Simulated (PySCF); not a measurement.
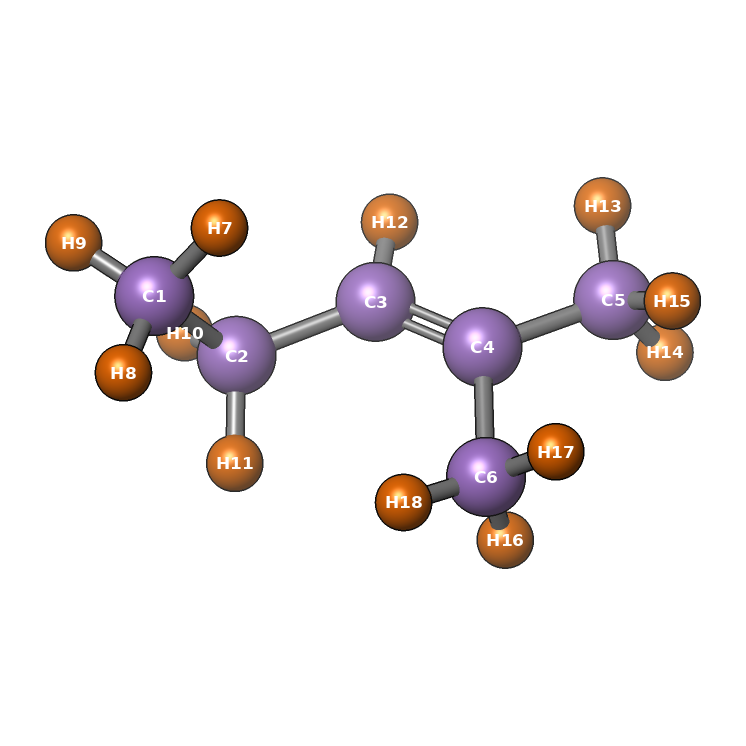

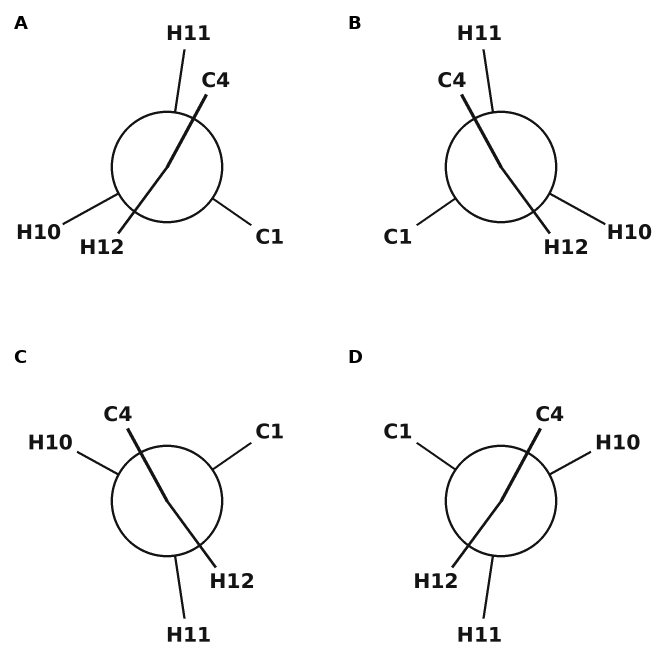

Distant atoms are faded towards the background colour. Bonds that would overlap in a projection are set slightly apart. Geometry: a frame of a GFN2-xTB molecular-dynamics simulation, not a minimum.

Which Newman projection shows the view along C3–C2, with C3 in front?

A. The torsion angle C4–C3–C2–C1 is 96°, about perpendicular.
